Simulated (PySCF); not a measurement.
Input file:

```
{"job": {"kind": "nmr", "xc": "PBE0", "basis": "pcSseg-1"}, "charge": 0, "multiplicity": 1}
C     -3.271589     0.139866     0.116770
C     -1.957087     0.304678     0.141397
C     -1.135081    -0.157025     1.317587
O      0.000346    -0.913195     0.959382
C      1.027509    -0.186377     0.316678
C      2.292717    -1.057250     0.440325
C      3.449770    -0.362775    -0.051974
N      4.359751     0.209240    -0.441847
C      0.699881     0.123189    -1.143936
Si    -0.935945     1.092971    -1.237404
H     -3.863002     0.476346    -0.718096
H     -3.811794    -0.328054     0.926809
H     -1.718285    -0.813077     1.970137
H     -0.820695     0.726734     1.899861
H      1.197207     0.760965     0.859286
H      2.449097    -1.317781     1.490815
H      2.150363    -1.980864    -0.126544
H      1.531044     0.673369    -1.584541
H      0.612797    -0.820893    -1.684561
H     -0.686510     2.504024    -0.908956
H     -1.579417     0.942852    -2.541660
```

Launched as:

```sh
OMP_NUM_THREADS=1 python probes_run.py task.json out
```

Geometry: GFN2-xTB.

Computed with PBE0/pcSseg-1, SCF density, gas phase, non-relativistic in PySCF 2.14.0.

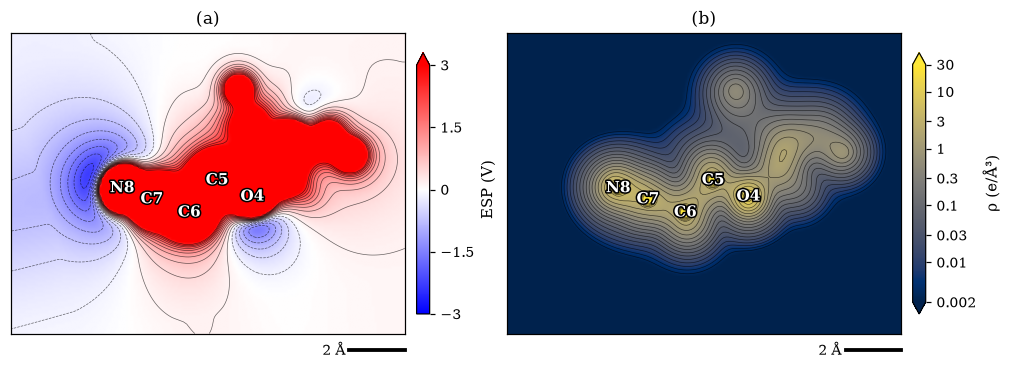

C7H11NOSi. (a) electrostatic potential; (b) total electron density on the plane of atoms C5, C6 and C7.

### Read the bonding off the picture.

- Atoms in the plane: O, C and N.
- C–N (1.14 Å): the density is about 3.6 e/Å³ at the midpoint.
- C–O (1.41 Å): ρ at the midpoint is about 2.1 e/Å³, with its minimum of 1.8 e/Å³ about 0.5 Å from C.
- C–C (1.44 Å): ρ is about 1.9 e/Å³ halfway.
- Outside the dense part of the molecule the potential is most negative (−2.3 V) near N8.
